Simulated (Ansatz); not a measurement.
**C2H8OSi2: nudged elastic band**

System: C2H8OSi2.
Method: RKS PBE-D4/def2-SVP (Ansatz 0.2.0).

One setting was made poor on purpose. It belongs to a series of runs on one base structure; here: band between the two ends.

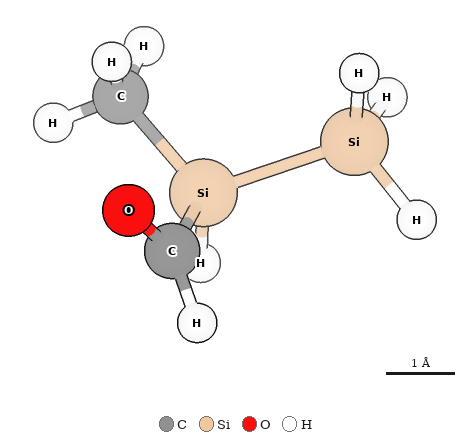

*The structure as given in the input (ball-and-stick view, seen at a tilt).*

Bond lengths as drawn: C–H 1.11 to 1.14 Å, C–O 1.22 Å, C–Si 1.89 to 1.95 Å, H–Si 1.51 Å and Si–Si 2.36 Å.

## Summary

```json
{"quantity": "outcome", "value": "converged"}
{"quantity": "barrier, forward", "value": "3.485 eV"}
{"quantity": "barrier, backward", "value": "1.041 eV"}
{"quantity": "hardware", "value": "2 threads of Intel Xeon @ 2.90GHz (Ice Lake), 64 GiB of memory available, shared host"}
{"quantity": "wall time", "value": "4.6 min (CPU time 8.8 min)"}
{"quantity": "peak memory", "value": "0.17 GiB"}
```

## Notes

A deliberately poor setting: straight start. The order of the saddle point was not checked.

## Input file
```yaml
crystal:
  periodic: [false, false, false]
  atoms:
    - { symbol: C, position_ang: [-1.690388, 0.185584, 0.730913] }
    - { symbol: Si, position_ang: [0.173752, 0.375169, 0.498091] }
    - { symbol: Si, position_ang: [1.192636, -1.607925, -0.269098] }
    - { symbol: C, position_ang: [0.434239, 1.692251, -0.913709] }
    - { symbol: O, position_ang: [-0.454237, 1.93415, -1.713371] }
    - { symbol: H, position_ang: [-2.156775, 0.167442, -0.275158] }
    - { symbol: H, position_ang: [-1.961779, -0.740449, 1.273894] }
    - { symbol: H, position_ang: [-2.102428, 1.053949, 1.283131] }
    - { symbol: H, position_ang: [0.896857, 0.836231, 1.740527] }
    - { symbol: H, position_ang: [2.649122, -1.372275, -0.571897] }
    - { symbol: H, position_ang: [0.507572, -2.070225, -1.528106] }
    - { symbol: H, position_ang: [1.087547, -2.699579, 0.764316] }
    - { symbol: H, position_ang: [1.444181, 2.211179, -1.004633] }
basis:
  gaussian: { orbitals: def2-SVP }
hamiltonian:
  xc: pbe
  dispersion: d4
neb:
  order_check: false
  images: 7
  f_tol: 0.05
  max_iterations: 60
  initial_path: linear
  final_atoms:
    - { symbol: C, position_ang: [-1.73194996, 0.12960061, 0.89320566] }
    - { symbol: Si, position_ang: [0.1364933, 0.39045813, 0.6291471] }
    - { symbol: Si, position_ang: [1.19327167, -1.53104684, -0.27972759] }
    - { symbol: C, position_ang: [0.9425063, 1.52517797, -0.66565412] }
    - { symbol: O, position_ang: [0.12487346, 1.98053467, -1.59830525] }
    - { symbol: H, position_ang: [-2.23390785, -0.09362292, -0.06971481] }
    - { symbol: H, position_ang: [-1.92201314, -0.71342138, 1.58913555] }
    - { symbol: H, position_ang: [-2.19608266, 1.04172188, 1.32104041] }
    - { symbol: H, position_ang: [0.83442927, 0.69717399, 1.92871474] }
    - { symbol: H, position_ang: [2.66399298, -1.58717207, 0.02689253] }
    - { symbol: H, position_ang: [1.00510964, -1.56254007, -1.77540681] }
    - { symbol: H, position_ang: [0.53815368, -2.76825259, 0.28684043] }
    - { symbol: H, position_ang: [0.66542229, 2.45689063, -2.27126784] }
```

Run as:
```bash
ansatz run input.yaml --threads 2 --pin off --max-ram 3072MiB --backend cpu --events-out ev --progress --plain --runs-dir out
```

## What the program printed
```
Engine: ansatz 0.2.0, x86_64-unknown-linux-gnu
Functional definition: PBE
  parameter kappa = 0.804
  parameter beta = 0.06672455060314922
  exchange = pbe_x(kappa = kappa, mu = beta*pi^2/3)
  correlation = pbe_c(beta = beta)
1315 factors; their error is unknown
mean field evaluation 1: about -19975.2326 eV, gradient 6.3e1 eV
mean field evaluation 2: about -19944.8604 eV, gradient 1.3e2 eV
mean field evaluation 4: about -19984.3961 eV, gradient 1.0e1 eV
mean field evaluation 8: about -19984.6265 eV, gradient 3.3e-1 eV
mean field evaluation 16: about -19984.5368 eV, gradient 1.4e-3 eV
mean field -19984.53676863 eV, -734.4181802414 hartree, gradient 1.3e-5 eV, S^2 0.000000; 0 other end points of the search recorded, 0 dependent functions left out
the calculation of the forces begins
reference -19984.53680732 eV, -734.4181816636 hartree; 28, 28 occupied and 90, 90 virtual orbitals, 1315 factors
1315 factors; their error is unknown
mean field evaluation 32: about -19982.0952 eV, gradient 3.7e-2 eV
mean field -19982.09520320 eV, -734.3284543671 hartree, gradient 2.1e-5 eV, S^2 0.000000; 0 other end points of the search recorded, 0 dependent functions left out
[... from here on the field's lines of each further geometry are left out, up to the last ...]
NEB iter   1: max|band force component| = 3.722e0 eV/Å  barrier→ = 3.6539 eV  barrier← = 1.2100 eV  Δτ_max = 0.1579 Å  (272 SCF iters)
NEB iter   2: max|band force component| = 2.460e0 eV/Å  barrier→ = 3.5094 eV  barrier← = 1.0655 eV  Δτ_max = 0.2000 Å  (216 SCF iters)
NEB iter   3: max|band force component| = 2.005e0 eV/Å  barrier→ = 3.4834 eV  barrier← = 1.0396 eV  Δτ_max = 0.1987 Å  (239 SCF iters)
NEB iter   4: max|band force component| = 1.461e0 eV/Å  barrier→ = 3.5049 eV  barrier← = 1.0610 eV  Δτ_max = 0.0810 Å  (223 SCF iters)
NEB iter   5: max|band force component| = 5.071e-1 eV/Å  barrier→ = 3.4910 eV  barrier← = 1.0472 eV  Δτ_max = 0.0151 Å  (215 SCF iters)
NEB iter   6: max|band force component| = 3.683e-1 eV/Å  barrier→ = 3.4891 eV  barrier← = 1.0453 eV  CI = image 5  Δτ_max = 0.0368 Å  (221 SCF iters)
NEB iter   7: max|band force component| = 2.163e-1 eV/Å  barrier→ = 3.4972 eV  barrier← = 1.0533 eV  CI = image 5  Δτ_max = 0.0156 Å  (215 SCF iters)
NEB iter   8: max|band force component| = 7.959e-2 eV/Å  barrier→ = 3.4961 eV  barrier← = 1.0522 eV  CI = image 5  Δτ_max = 0.0335 Å  (221 SCF iters)
NEB iter   9: max|band force component| = 8.811e-2 eV/Å  barrier→ = 3.4943 eV  barrier← = 1.0504 eV  CI = image 5  Δτ_max = 0.0167 Å  (216 SCF iters)
NEB iter  10: max|band force component| = 5.475e-2 eV/Å  barrier→ = 3.4935 eV  barrier← = 1.0496 eV  CI = image 5  Δτ_max = 0.0167 Å  (219 SCF iters)
NEB iter  11: max|band force component| = 1.772e-1 eV/Å  barrier→ = 3.4927 eV  barrier← = 1.0488 eV  CI = image 5  Δτ_max = 0.0084 Å  (216 SCF iters)
NEB iter  12: max|band force component| = 6.183e-2 eV/Å  barrier→ = 3.4923 eV  barrier← = 1.0484 eV  CI = image 5  Δτ_max = 0.0167 Å  (206 SCF iters)
NEB iter  13: max|band force component| = 3.571e-2 eV/Å  barrier→ = 3.4915 eV  barrier← = 1.0477 eV  CI = image 5  Δτ_max = 0.0167 Å  (218 SCF iters)
NEB iter  14: max|band force component| = 2.540e-1 eV/Å  barrier→ = 3.4909 eV  barrier← = 1.0470 eV  CI = image 5  Δτ_max = 0.0335 Å  (32 SCF iters)
NEB iter  15: max|band force component| = 2.890e-1 eV/Å  barrier→ = 3.4897 eV  barrier← = 1.0458 eV  CI = image 5  Δτ_max = 0.0656 Å  (215 SCF iters)
NEB iter  16: max|band force component| = 5.380e-2 eV/Å  barrier→ = 3.4882 eV  barrier← = 1.0444 eV  CI = image 5  Δτ_max = 0.0489 Å  (209 SCF iters)
NEB iter  17: max|band force component| = 5.455e-2 eV/Å  barrier→ = 3.4871 eV  barrier← = 1.0433 eV  CI = image 5  Δτ_max = 0.0245 Å  (214 SCF iters)
NEB iter  18: max|band force component| = 4.813e-2 eV/Å  barrier→ = 3.4867 eV  barrier← = 1.0428 eV  CI = image 5  Δτ_max = 0.0245 Å  (214 SCF iters)
NEB iter  19: max|band force component| = 3.980e-1 eV/Å  barrier→ = 3.4863 eV  barrier← = 1.0425 eV  CI = image 5  Δτ_max = 0.0492 Å  (31 SCF iters)
NEB iter  20: max|band force component| = 4.150e-1 eV/Å  barrier→ = 3.4858 eV  barrier← = 1.0419 eV  CI = image 5  Δτ_max = 0.0874 Å  (210 SCF iters)
NEB iter  21: max|band force component| = 3.557e-1 eV/Å  barrier→ = 3.4854 eV  barrier← = 1.0416 eV  CI = image 5  Δτ_max = 0.0978 Å  (207 SCF iters)
NEB iter  22: max|band force component| = 5.077e-1 eV/Å  barrier→ = 3.4853 eV  barrier← = 1.0414 eV  CI = image 5  Δτ_max = 0.0493 Å  (201 SCF iters)
NEB iter  23: max|band force component| = 6.887e-2 eV/Å  barrier→ = 3.4852 eV  barrier← = 1.0414 eV  CI = image 5  Δτ_max = 0.0832 Å  (206 SCF iters)
NEB iter  24: max|band force component| = 6.335e-2 eV/Å  barrier→ = 3.4852 eV  barrier← = 1.0413 eV  CI = image 5  Δτ_max = 0.0158 Å  (205 SCF iters)
the calculation of the forces begins
reference -19982.09221210 eV, -734.3283444462 hartree; 28, 28 occupied and 90, 90 virtual orbitals, 1315 factors
1315 factors; their error is unknown
mean field evaluation 1408: about -19972.4539 eV, gradient 6.0e1 eV
mean field -19981.05399181 eV, -734.2901905542 hartree, gradient 1.8e-5 eV, S^2 0.000000; 1 other end points of the search recorded, 0 dependent functions left out
the calculation of the forces begins
reference -19981.05403179 eV, -734.2901920233 hartree; 28, 28 occupied and 90, 90 virtual orbitals, 1315 factors
NEB iter  25: max|band force component| = 2.651e-2 eV/Å  barrier→ = 3.4851 eV  barrier← = 1.0413 eV  CI = image 5  Δτ_max = 0.0000 Å  (422 SCF iters)
```

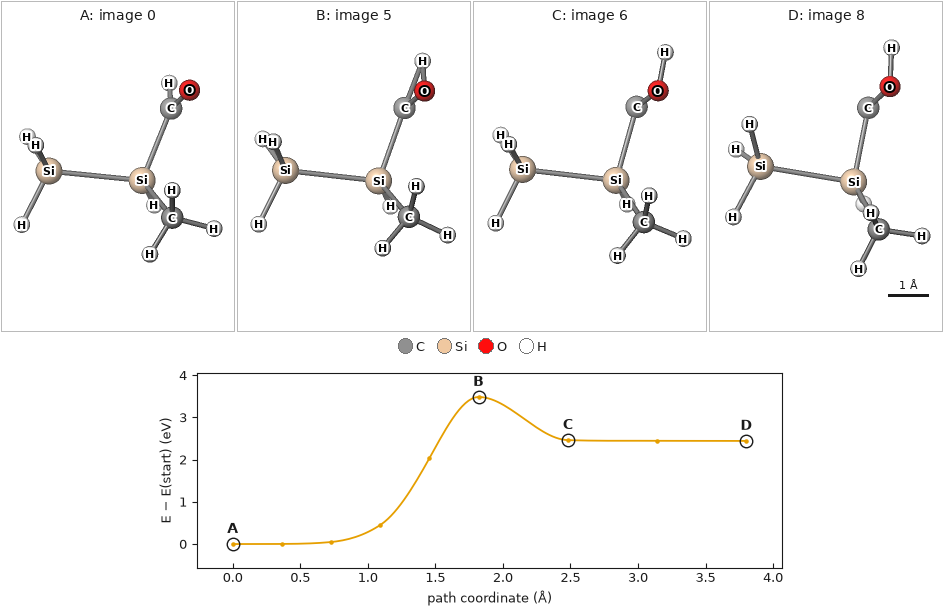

*Images of the last band (counted from 0; ball-and-stick, seen at a tilt) above the energy along the path; the line is a cubic interpolation that uses the forces.*

The highest image is number 5, 3.485 eV above the start and 1.041 eV above the end (the climbing image); the end lies 2.444 eV above the start. The path is 3.80 Å long. The band converged in 25 iterations.

```
Total energy: -19981.34251815 eV, -734.3007937016 hartree
Atom 0 at    -1.624085     0.215910     0.781809 Å, force     0.000750     0.000783     0.001685 eV/Å
Atom 1 at     0.258638     0.349336     0.607019 Å, force    -0.001705     0.002082    -0.003032 eV/Å
Atom 2 at     1.223218    -1.645436    -0.207411 Å, force     0.000603     0.001208     0.001848 eV/Å
Atom 3 at     0.661370     1.636464    -0.790728 Å, force    -0.004006    -0.004588     0.000469 eV/Å
Atom 4 at    -0.352797     1.896236    -1.625340 Å, force     0.001991     0.001195     0.000622 eV/Å
Atom 5 at    -2.062942     0.444577    -0.213175 Å, force    -0.000555     0.000257     0.000101 eV/Å
Atom 6 at    -1.965431    -0.788979     1.097923 Å, force    -0.000191    -0.000673    -0.000617 eV/Å
Atom 7 at    -2.006690     0.963058     1.505369 Å, force    -0.000159    -0.000841     0.000538 eV/Å
Atom 8 at     0.969246     0.760282     1.869482 Å, force     0.000538     0.000411     0.000038 eV/Å
Atom 9 at     2.704490    -1.487611    -0.417957 Å, force    -0.000104    -0.000851    -0.000442 eV/Å
Atom 10 at     0.579033    -2.010590    -1.519280 Å, force     0.000235    -0.000357    -0.000047 eV/Å
Atom 11 at     0.986474    -2.770544     0.767325 Å, force     0.000655    -0.000163    -0.000525 eV/Å
Atom 12 at     0.649775     2.402800    -1.840134 Å, force     0.001947     0.001539    -0.000638 eV/Å
Dipole moment:    -0.140151    -0.031786     0.083678 e Å
this run last wrote the band of iteration 25 to [file]; this run last wrote the band within `neb.f_tol` of iteration 18 to [file]
```

## The last band as extended XYZ (Å, eV, eV/Å)
```
13
Properties=species:S:1:pos:R:3:forces:R:3 image=0 energy=-19984.82760
C    -1.6904    0.1856    0.7309    0.0030   0.0014  -0.0039
Si    0.1738    0.3752    0.4981   -0.0045   0.0035  -0.0031
Si    1.1926   -1.6079   -0.2691    0.0003  -0.0033  -0.0027
C     0.4342    1.6923   -0.9137   -0.0025  -0.0016   0.0012
O    -0.4542    1.9342   -1.7134    0.0045  -0.0010   0.0048
H    -2.1568    0.1674   -0.2752    0.0014   0.0028   0.0016
H    -1.9618   -0.7404    1.2739    0.0003  -0.0009   0.0008
H    -2.1024    1.0539    1.2831   -0.0007  -0.0010   0.0006
H     0.8969    0.8362    1.7405   -0.0002   0.0005   0.0006
H     2.6491   -1.3723   -0.5719    0.0010   0.0002   0.0004
H     0.5076   -2.0702   -1.5281    0.0006  -0.0004   0.0010
H     1.0875   -2.6996    0.7643    0.0000   0.0000   0.0008
H     1.4442    2.2112   -1.0046   -0.0032  -0.0001  -0.0022
13
Properties=species:S:1:pos:R:3:forces:R:3 image=1 energy=-19984.82516
C    -1.6644    0.1920    0.7572   -0.0169  -0.0015   0.0141
Si    0.1942    0.3869    0.4898   -0.0087   0.0017  -0.0066
Si    1.2044   -1.6094   -0.2549    0.0093  -0.0108   0.0045
C     0.3837    1.6790   -0.9586    0.0089  -0.0077   0.0095
O    -0.5445    1.8838   -1.7227    0.0060   0.0129  -0.0133
H    -2.1466    0.3212   -0.2336   -0.0012  -0.0068  -0.0069
H    -1.9441   -0.7949    1.1733    0.0002   0.0001   0.0078
H    -2.0491    0.9832    1.4313   -0.0006  -0.0008   0.0007
H     0.9418    0.8775    1.7063    0.0028   0.0022  -0.0083
H     2.6838   -1.4212   -0.4628    0.0048   0.0082  -0.0058
H     0.5854   -2.0403   -1.5579   -0.0087   0.0027  -0.0055
H     0.9999   -2.7081    0.7563    0.0012   0.0023   0.0044
H     1.3759    2.2159   -1.1088    0.0031  -0.0024   0.0054
13
Properties=species:S:1:pos:R:3:forces:R:3 image=2 energy=-19984.77940
C    -1.6198    0.2139    0.7553   -0.0089  -0.0021   0.0130
Si    0.2467    0.4008    0.5155   -0.0317  -0.0015  -0.0486
Si    1.2196   -1.6192   -0.2276   -0.0007   0.0191  -0.0173
C     0.3414    1.6832   -0.9828   -0.0888  -0.0240  -0.0043
O    -0.6643    1.7962   -1.6634   -0.0443   0.0387  -0.0942
H    -2.0697    0.4360   -0.2346   -0.0205  -0.0235   0.0098
H    -1.9301   -0.7976    1.0791    0.0247  -0.0100   0.0288
H    -2.0070    0.9554    1.4825    0.0140  -0.0055   0.0102
H     0.9693    0.8372    1.7700    0.0283   0.0947  -0.1110
H     2.7101   -1.4856   -0.3977    0.0004   0.0094  -0.0133
H     0.6117   -2.0008   -1.5511    0.0064  -0.0110  -0.0144
H     0.9533   -2.7345    0.7530   -0.0068   0.0415   0.0039
H     1.2593    2.2806   -1.2835    0.1280  -0.1257   0.2374
13
Properties=species:S:1:pos:R:3:forces:R:3 image=3 energy=-19984.37556
C    -1.6076    0.2252    0.7582    0.1106   0.0577  -0.0170
Si    0.2833    0.3913    0.5606    0.0726   0.2098  -0.2628
Si    1.2212   -1.6365   -0.2115   -0.0019   0.0609  -0.0163
C     0.4176    1.7116   -0.9781   -0.9669   0.0720  -0.5302
O    -0.6442    1.7631   -1.5786   -1.0228  -0.3594  -0.0721
H    -2.0490    0.4549   -0.2334    0.0384   0.0023   0.0076
H    -1.9421   -0.7861    1.0694    0.1668   0.0262   0.0117
H    -2.0079    0.9582    1.4884    0.0672   0.0111  -0.0081
H     0.9582    0.7605    1.8646    0.0455   0.1149  -0.1544
H     2.7080   -1.4927   -0.4028    0.0117  -0.0168  -0.0150
H     0.5938   -1.9983   -1.5320    0.0110  -0.0042  -0.0098
H     0.9706   -2.7696    0.7542   -0.0076   0.0644   0.0010
H     1.1183    2.3841   -1.5439    1.4754  -0.2388   1.0655
13
Properties=species:S:1:pos:R:3:forces:R:3 image=4 energy=-19982.79123
C    -1.6171    0.2212    0.7720    0.1699   0.1371  -0.0842
Si    0.2774    0.3612    0.5947    0.3379   0.2315  -0.2500
Si    1.2217   -1.6444   -0.2091   -0.0156   0.0207   0.0072
C     0.5532    1.6963   -0.9080   -1.8279   0.9349  -2.0482
O    -0.5092    1.8099   -1.5753   -2.7027  -1.5116   0.7080
H    -2.0574    0.4503   -0.2213    0.0706   0.0452  -0.0273
H    -1.9582   -0.7881    1.0860    0.1907   0.0482  -0.0186
H    -2.0083    0.9603    1.5004    0.0513   0.0135  -0.0132
H     0.9645    0.7546    1.8763    0.0284   0.0412   0.0017
H     2.7051   -1.4887   -0.4136    0.0042  -0.0068  -0.0028
H     0.5835   -2.0049   -1.5249    0.0056   0.0045   0.0002
H     0.9814   -2.7740    0.7603    0.0038   0.0082  -0.0018
H     0.8839    2.4118   -1.7225    3.6838   0.0334   1.7290
13
Properties=species:S:1:pos:R:3:forces:R:3 image=5 energy=-19981.34248
C    -1.6241    0.2159    0.7818    0.0008   0.0008   0.0017
Si    0.2586    0.3493    0.6070   -0.0017   0.0021  -0.0030
Si    1.2232   -1.6454   -0.2074    0.0006   0.0012   0.0018
C     0.6614    1.6365   -0.7907   -0.0040  -0.0046   0.0005
O    -0.3528    1.8962   -1.6253    0.0020   0.0012   0.0006
H    -2.0629    0.4446   -0.2132   -0.0006   0.0003   0.0001
H    -1.9654   -0.7890    1.0979   -0.0002  -0.0007  -0.0006
H    -2.0067    0.9631    1.5054   -0.0002  -0.0008   0.0005
H     0.9692    0.7603    1.8695    0.0005   0.0004   0.0000
H     2.7045   -1.4876   -0.4180   -0.0001  -0.0009  -0.0004
H     0.5790   -2.0106   -1.5193    0.0002  -0.0004   0.0000
H     0.9865   -2.7705    0.7673    0.0007  -0.0002  -0.0005
H     0.6498    2.4028   -1.8401    0.0019   0.0015  -0.0006
13
Properties=species:S:1:pos:R:3:forces:R:3 image=6 energy=-19982.36460
C    -1.6524    0.1895    0.8168   -0.0090  -0.0055   0.0069
Si    0.2313    0.3625    0.6117   -0.0107   0.0051  -0.0003
Si    1.2166   -1.6273   -0.2088   -0.0011   0.0018   0.0001
C     0.8931    1.5941   -0.7028    0.0557  -0.0140   0.0296
O    -0.0701    1.9483   -1.5403    0.0637  -0.0039   0.0511
H    -2.1243    0.3570   -0.1734   -0.0151  -0.0201   0.0056
H    -1.9644   -0.8062    1.1896   -0.0006  -0.0060   0.0200
H    -2.0387    0.9604    1.5139   -0.0091  -0.0025  -0.0001
H     0.9329    0.7054    1.9005   -0.0106  -0.0164   0.0103
H     2.6991   -1.4813   -0.4139   -0.0021   0.0000   0.0036
H     0.5811   -2.0079   -1.5220    0.0014   0.0033  -0.0040
H     0.9733   -2.7525    0.7660   -0.0072   0.0029  -0.0031
H     0.3428    2.5236   -2.2224   -0.0554   0.0552  -0.1198
13
Properties=species:S:1:pos:R:3:forces:R:3 image=7 energy=-19982.38026
C    -1.6577    0.1502    0.8986   -0.0002  -0.0008   0.0014
Si    0.2062    0.3925    0.5920   -0.0029   0.0003   0.0018
Si    1.2033   -1.5837   -0.2534    0.0004   0.0011  -0.0003
C     0.8924    1.5762   -0.7458   -0.0001  -0.0003  -0.0015
O    -0.0390    1.9794   -1.5941    0.0067   0.0041  -0.0061
H    -2.1857    0.0117   -0.0665   -0.0012  -0.0058   0.0012
H    -1.8571   -0.7358    1.5353    0.0018   0.0007   0.0057
H    -2.0882    1.0404    1.4009   -0.0009   0.0015  -0.0017
H     0.9380    0.7359    1.8642    0.0001  -0.0005  -0.0006
H     2.7041   -1.5028   -0.2867    0.0003  -0.0002   0.0020
H     0.7010   -1.8603   -1.6480    0.0016   0.0034  -0.0022
H     0.8034   -2.7490    0.6178   -0.0035  -0.0001  -0.0029
H     0.3996    2.5109   -2.2995   -0.0020  -0.0035   0.0033
13
Properties=species:S:1:pos:R:3:forces:R:3 image=8 energy=-19982.38377
C    -1.6650    0.1293    1.0129    0.0032   0.0008  -0.0012
Si    0.1719    0.4204    0.6004   -0.0006  -0.0026   0.0032
Si    1.2084   -1.5146   -0.3031    0.0018  -0.0041  -0.0023
C     0.8518    1.5155   -0.7968   -0.0041  -0.0014   0.0018
O    -0.0432    1.9112   -1.6845    0.0083   0.0053  -0.0043
H    -2.2300   -0.1469    0.1000   -0.0007  -0.0006   0.0013
H    -1.7820   -0.6867    1.7556    0.0004   0.0022  -0.0021
H    -2.1198    1.0485    1.4354   -0.0003  -0.0010  -0.0003
H     0.9548    0.7991    1.8308   -0.0004   0.0002   0.0002
H     2.6985   -1.5242   -0.1042   -0.0037   0.0007  -0.0007
H     0.9123   -1.6155   -1.7781    0.0007   0.0007   0.0028
H     0.6284   -2.7404    0.3616    0.0010   0.0039  -0.0009
H     0.4343    2.3699   -2.4150   -0.0056  -0.0041   0.0027
```
